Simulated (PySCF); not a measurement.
## Electronic structure of C₃H₁₄OSi₃ (SMILES CCOC([SiH3])([SiH3])[SiH3]) in real space

```xyz
21

C     2.9320   -0.4631   -0.4702
C     1.5162   -0.7644   -0.0477
O     0.7289    0.3703   -0.3061
C    -0.6570    0.2906    0.0389
Si   -1.3077    1.9907   -0.5294
Si   -0.9591    0.1319    1.9213
Si   -1.6000   -1.0635   -0.9308
H     3.5859   -1.3272   -0.2805
H     3.3229    0.4009    0.0870
H     2.9683   -0.2239   -1.5430
H     1.4784   -1.0284    1.0287
H     1.1264   -1.6435   -0.6012
H    -1.0908    2.1350   -1.9997
H    -0.5663    3.0679    0.1908
H    -2.7672    2.1099   -0.2313
H    -0.6423   -1.2327    2.4468
H    -2.4061    0.3991    2.1838
H    -0.1195    1.1313    2.6489
H    -1.2176   -0.9991   -2.3741
H    -1.3178   -2.4416   -0.4206
H    -3.0659   -0.8117   -0.7837
```

Geometry: PBE0-D3(BJ)/def2-SVP.

The calculation used PySCF 2.14.0, PBE0/pcSseg-1, SCF density, gas phase, non-relativistic.

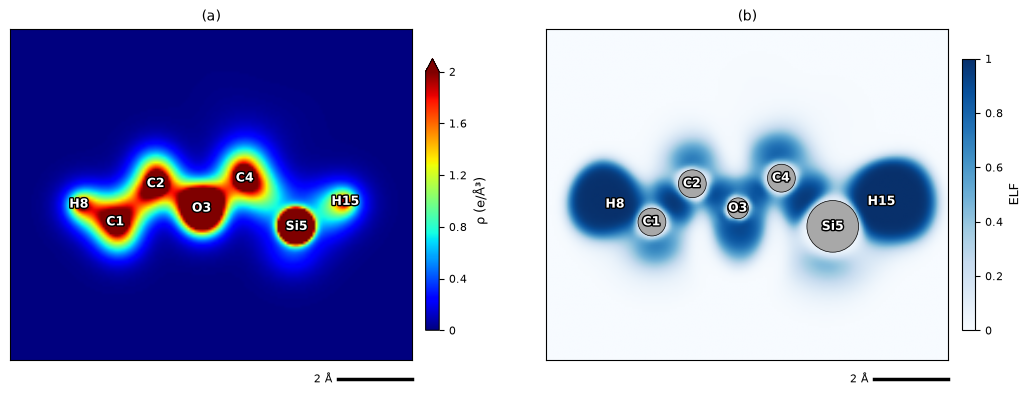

Figure 1. (a) electron density; (b) ELF on the plane of atoms O3, C4 and Si5. Grey discs cover the atomic cores in the ELF map.

> Read the bonding off the picture.

- Atoms in the plane: C, O, Si and H.
- C–O (1.41 Å): ρ is about 2.1 e/Å³ halfway, with its minimum of 1.8 e/Å³ about 0.5 Å from C; the ELF peaks at about 0.90 between the atoms, as expected for a polar covalent bond.
- C–C (1.51 Å): ρ is about 1.7 e/Å³ halfway; the ELF peaks at about 0.95 between the atoms; localised, covalent bonding.
- C–Si (1.91 Å): the density is about 0.9 e/Å³ at the midpoint; the ELF peaks at about 0.95 between the atoms, as expected for localised, covalent bonding.
- C–H (1.10 Å): ρ is about 1.9 e/Å³ halfway; the ELF climbs to about 1 towards the hydrogen, as it does in any bond to H; a covalent bond by its length.
- Si–H (1.49 Å): ρ at the midpoint is about 0.78 e/Å³; the ELF climbs to about 1 towards the hydrogen.
- The ELF also peaks beside O3, away from the bonds: lone-pair regions.

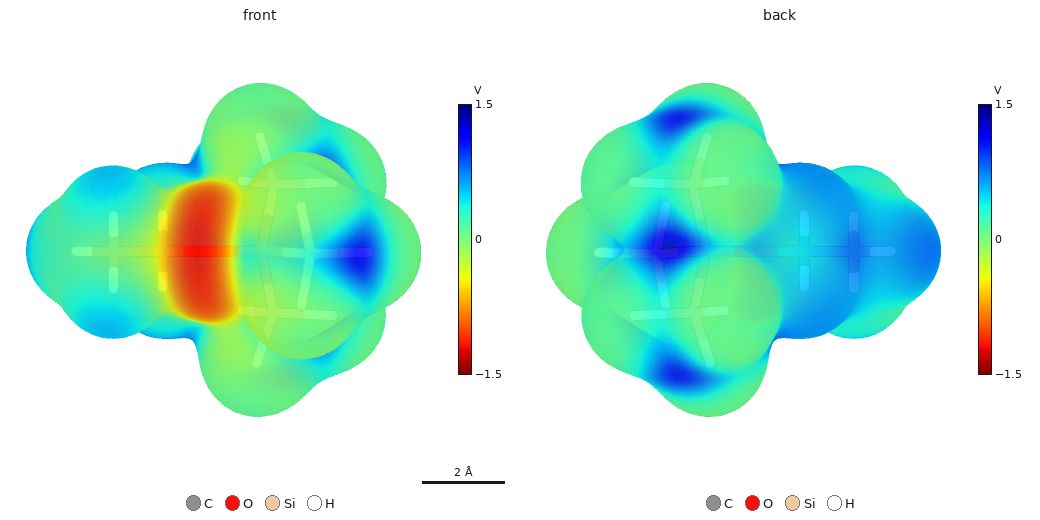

Figure 2. The molecular electrostatic potential painted on the density surface at 0.002 e/bohr³, seen from the front and from behind; red is negative and blue positive.

> Which sites attract a positive test charge, and which a negative one?

A positive charge is drawn to the negative regions and a negative charge to the positive ones. The most negative region (about −1.2 V, or −28 kcal/mol for a unit charge) lies over O3, the most positive (about +1.1 V, or +25 kcal/mol for a unit charge) over Si5, Si6 and Si7. O3 is the likeliest acceptor of a hydrogen bond.

> How polar is the molecule by this calculation?

Its dipole moment is 1.11 D.
